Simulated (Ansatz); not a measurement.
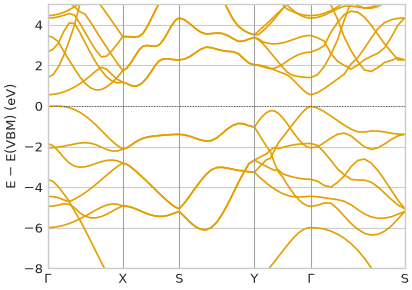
*Band structure from DFT-LDA in the program Ansatz with PAW potentials*

### Question
Read off the gap and where the band edges lie.

### Answer
About 0.6 eV (0.56 eV by a search for the band edges); maximum on the Γ–X line, 12 % of the way from Γ, minimum at Γ.

The material is monolayer P (puckered, Pmna in the vacuum cell, 4 atoms).

A layer that has been made, often on a substrate. Symmetry was held in the LDA relaxation; whether a distortion lowers the energy is not shown.

Potentials: the later of the program's two PAW sets.
